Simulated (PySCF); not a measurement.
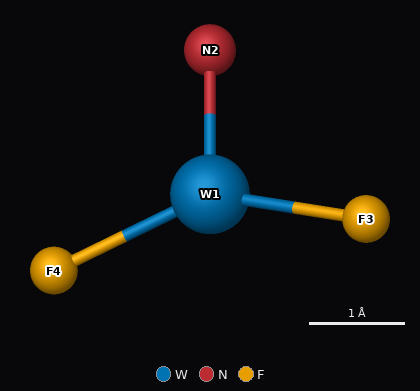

Figure 1. The structure (ball-and-stick view, seen at an oblique angle; atoms are numbered from 1 in the order of the input). Sticks mark near contacts. Bond lengths as drawn: F–W 1.87 Å and N–W 1.66 Å.

## WNF$_{2}$: frequency calculation

WNF$_{2}$, multiplicity 2, computed with UKS-based PBE0, W def2-TZVP with ECP60, N def2-TZVP, F def2-TZVP; non-relativistic Hamiltonian with a scalar-relativistic core potential; density fitting (PySCF 2.14.0).

**Input**
```python
from pyscf import gto, scf, dft
mol = gto.M(atom='''
W      0.001927     0.000000     0.001222
N     -1.396682     0.000000    -0.885446
F     -0.459586     0.000000     1.812308
F      1.443033     0.000000    -1.188838''',
    basis={'W': 'def2-TZVP', 'N': 'def2-TZVP', 'F': 'def2-TZVP'},
    ecp={'W': 'def2-TZVP'},
    charge=0, spin=1)
mf = dft.UKS(mol, xc='PBE0')
mf.grids.atom_grid = (75, 302)
aux = {'W': 'def2-universal-JKFIT', 'N': 'def2-universal-JKFIT', 'F': 'def2-universal-JKFIT'}
mf = mf.density_fit(auxbasis=aux)
mf.conv_tol = 1e-09
mf.diis_space = 10
mf.max_cycle = 60
mf.verbose = 4
mf.kernel()
```

The script is an equivalent of the set-up of the self-consistent field. The run itself was carried out by a driver, which started from the orbitals of the step before it where there was one and computed the further properties.

Run on 4 threads of Arm Neoverse V1, 112 GiB of memory available, shared host.

Command:
```bash
OMP_NUM_THREADS=4 python axn.py task.json out
```

**Log**
```
init E= -321.449034655353
  alpha nocc = 20  HOMO = -0.29145331726097  LUMO = -0.112055665157268
  beta  nocc = 19  HOMO = -0.327046231188554  LUMO = -0.146417125044991
  HOMO = -0.291453317261  LUMO = -0.146417125045  gap/eV = 3.94664
cycle= 1 E= -321.449034655337  delta_E= 1.63e-11  |g|= 8.28e-06  |ddm|= 6.06e-06
  alpha nocc = 20  HOMO = -0.291454218505031  LUMO = -0.112056149433513
  beta  nocc = 19  HOMO = -0.327046917029629  LUMO = -0.146418024077391
  HOMO = -0.291454218505  LUMO = -0.146418024077  gap/eV = 3.94664
Extra cycle  E= -321.449034655281  delta_E= 5.56e-11  |g|= 1.61e-05  |ddm|= 1.12e-05
converged SCF energy = -321.449034655281  <S^2> = 0.76106068  2S+1 = 2.0110303
```

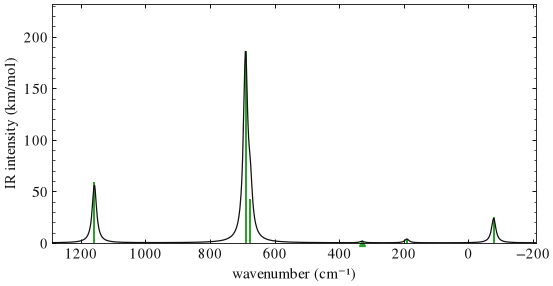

Figure 2. Harmonic infrared spectrum, unscaled: sticks (degenerate modes added up, dark ones marked on the axis) with a Lorentzian envelope of 16 cm⁻¹ full width, scaled to the tallest stick; imaginary modes are drawn at negative wavenumbers. 6 modes from 79i to 1158 cm⁻¹, 1 imaginary beyond 8i (79i cm⁻¹): not a clean minimum; so soft a mode can be a shallow saddle, an incomplete relaxation or noise of the force constants. The strongest line is at 690 cm⁻¹ (186 km/mol). All modes, in cm⁻¹ (km/mol): 79i (25), 190 (3.8), 329 (1.5), 675 (43), 690 (186), 1158 (59).

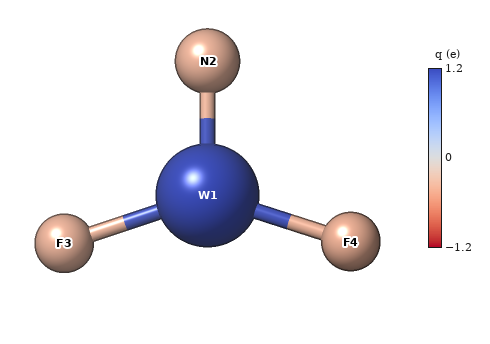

Figure 3. Mulliken charges, as the colour of each atom (ball-and-stick view, seen on its broad side; atoms are numbered from 1 in the order of the input; Mulliken charges depend strongly on the basis). By element: W +1.18, N −0.39 and F −0.40 e.

**Summary**

| quantity | value |
| --- | --- |
| outcome | converged |
| total energy | −321.449035 hartree |
| ⟨S²⟩ | 0.761 |
| zero-point energy | 0.006932 hartree |
| dipole moment | 2.56 D |
| wavenumbers, lowest and highest | 79i and 1158 cm⁻¹ |
| wall time | 67 s (CPU time 3.8 min) |
| peak memory | 1.5 GiB |
